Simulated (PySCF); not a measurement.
## GeBNH5O3F: core-level calculation

GeBNH5O3F, SMILES [NH2][GeH]([F])[O]B(O)O, computed with delta-SCF UKS SCAN, pcX-2 on the ionised atom, pcseg-1 elsewhere, spin-free X2C (PySCF 2.14.0).

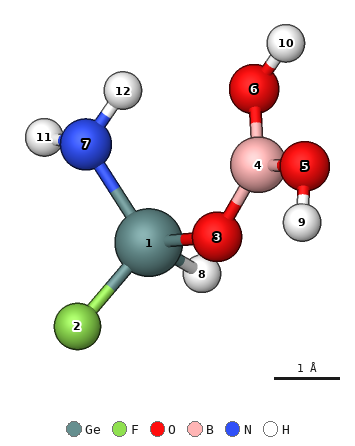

Figure 1. The structure (ball-and-stick view, seen at a tilt; atoms are numbered from 1 in the order of the input). Sticks mark near contacts. Bond lengths as drawn: B–O 1.36 to 1.37 Å, F–Ge 1.73 Å, Ge–H 1.53 Å, Ge–N 1.80 Å, Ge–O 1.77 Å, H–N 1.01 to 1.02 Å and H–O 0.96 Å.

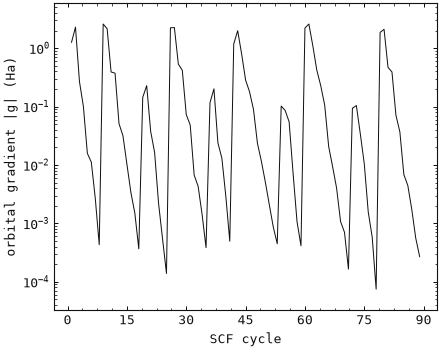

Figure 2. Convergence of the self-consistent field: orbital gradient |g| against the SCF cycle. All cycles printed in the log are drawn one after another.

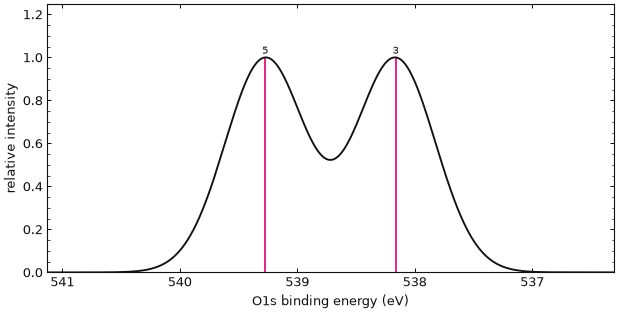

Figure 3. O1s binding energies by ΔSCF of the atoms computed, labelled by atom number, with a Gaussian envelope of 0.8 eV full width. They run from 538.16 eV (atom 3) to 539.27 eV (atom 5).

The input and output of the run follow.

Input:
```
{"job": {"kind": "xps", "holes": 5}, "charge": 0, "multiplicity": 1}
Ge    -0.020348     0.640666     1.357008
F      1.176701     0.715421     2.607479
O      0.235488    -0.929359     0.572907
B     -0.055663    -1.233405    -0.720759
O      0.264789    -2.448888    -1.246674
O     -0.690514    -0.310928    -1.514799
N      0.384585     1.923797     0.160756
H     -1.363830     0.619748     2.093750
H      0.715347    -2.998945    -0.597902
H     -0.833032    -0.650300    -2.404042
H      0.267594     2.887405     0.456659
H     -0.042092     1.757051    -0.747981
```

The first line tells a small driver script what to run in PySCF; the rest is the geometry in Å.

Launched with:
```bash
OMP_NUM_THREADS=1 python <driver script> task.json out
```

Output:
```
ground state, core basis on atom 1 (F), 167 functions
  cycle   1  E = -2502.14780706  |g| = 1.26e+00
  cycle   2  E = -2501.49443865  |g| = 2.29e+00
  cycle   3  E = -2502.41848795  |g| = 2.69e-01
  cycle   4  E = -2502.42919414  |g| = 9.99e-02
  cycle   5  E = -2502.43075513  |g| = 1.58e-02
  cycle   6  E = -2502.43080713  |g| = 1.12e-02
  cycle   7  E = -2502.43083429  |g| = 2.69e-03
  cycle   8  E = -2502.43083527  |g| = 4.32e-04
  E(ground) = -2502.57631325 Eh
hole in F 1s of atom 1
  cycle   1  E = -2476.11384531  |g| = 2.59e+00
  cycle   2  E = -2476.02015732  |g| = 2.15e+00
[... 8 cycles left out ...]
  E(ion) = -2477.17122331 Eh   <S^2> = 0.7570   hole on atom = 1.000   binding energy = 691.308 eV
ground state, core basis on atom 2 (O), 167 functions
[... 7 cycles left out ...]
  E(ground) = -2502.55918229 Eh
hole in O 1s of atom 2
[... 10 cycles left out ...]
  E(ion) = -2482.78206597 Eh   <S^2> = 0.7619   hole on atom = 1.000   binding energy = 538.163 eV
ground state, core basis on atom 3 (B), 167 functions
[... 6 cycles left out ...]
  E(ground) = -2502.53132336 Eh
hole in B 1s of atom 3
[... 12 cycles left out ...]
  E(ion) = -2495.24025098 Eh   <S^2> = 0.7674   hole on atom = 1.000   binding energy = 198.400 eV
ground state, core basis on atom 4 (O), 167 functions
[... 6 cycles left out ...]
  E(ground) = -2502.55598588 Eh
hole in O 1s of atom 4
[... 12 cycles left out ...]
  E(ion) = -2482.73805225 Eh   <S^2> = 0.7609   hole on atom = 1.000   binding energy = 539.273 eV
ground state, core basis on atom 6 (N), 167 functions
[... 7 cycles left out ...]
  E(ground) = -2502.54398510 Eh
hole in N 1s of atom 6
[... 1 cycle left out ...]
  cycle   2  E = -2486.11242836  |g| = 2.10e+00
  cycle   3  E = -2487.44114147  |g| = 4.69e-01
  cycle   4  E = -2487.46406307  |g| = 3.91e-01
  cycle   5  E = -2487.51829684  |g| = 7.14e-02
  cycle   6  E = -2487.51975604  |g| = 3.66e-02
  cycle   7  E = -2487.52023434  |g| = 6.85e-03
  cycle   8  E = -2487.52024586  |g| = 4.47e-03
  cycle   9  E = -2487.52025664  |g| = 1.75e-03
  cycle  10  E = -2487.52025642  |g| = 5.64e-04
  cycle  11  E = -2487.52025458  |g| = 2.69e-04
  E(ion) = -2487.66231957 Eh   <S^2> = 0.7652   hole on atom = 1.000   binding energy = 404.951 eV
```

Key numbers:

```json
{"quantity": "outcome", "value": "converged"}
{"quantity": "hardware", "value": "1 CPU thread, shared host"}
{"quantity": "wall time", "value": "53 s"}
{"quantity": "peak memory", "value": "0.63 GiB"}
```
